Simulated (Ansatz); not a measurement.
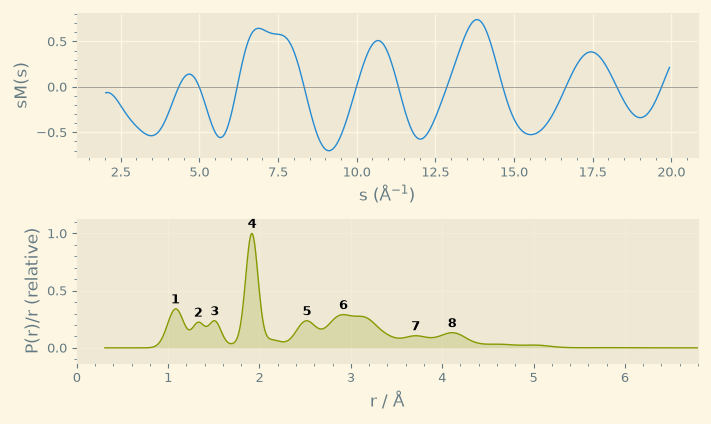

Simulated gas electron diffraction: reduced molecular intensity sM(s) from the Debye equation in the first Born approximation (top) and the radial distribution curve (bottom) of C₅H₁₂Si. Each pair of atoms contributes with weight ZᵢZⱼ/r; damping constant 0.001 Å²; vibrational amplitudes assumed, not computed: 0.05 Å for bonds, 0.078 Å for bonds to H, 0.06 + 0.015 r up to 0.15 Å for other pairs. The geometry is the end point of an optimisation (Ansatz 0.2.0, RHF/6-31G); it may be a saddle point or a higher isomer.

Assign the numbered peaks of the radial distribution curve (– bonded, ··· not bonded).

Peak 1, 1.08 Å: C–H 1.07–1.09 Å (×11)
Peak 2, 1.33 Å: C–C 1.33 Å
Peak 3, 1.51 Å: Si–H 1.50 Å, C–C 1.51 Å
Peak 4, 1.92 Å: Si–C 1.92 Å (×3)
Peak 5, 2.52 Å: C···C 2.48 Å, Si···H 2.51–2.52 Å (×6)
Peak 6, 2.92 Å: C···H 2.72–3.05 Å (×5), Si···C 2.83–2.95 Å (×2), Si···H 2.97–3.17 Å (×3), C···C 3.13–3.16 Å (×3), not resolved; in its flanks C···H 3.20–3.48 Å
Peak 7, 3.71 Å: C···C 3.69–3.70 Å (×2), Si···H 3.85 Å, not resolved
Peak 8, 4.11 Å: C···H 3.96–4.36 Å (×13), C···C 4.15 Å (×2), not resolved
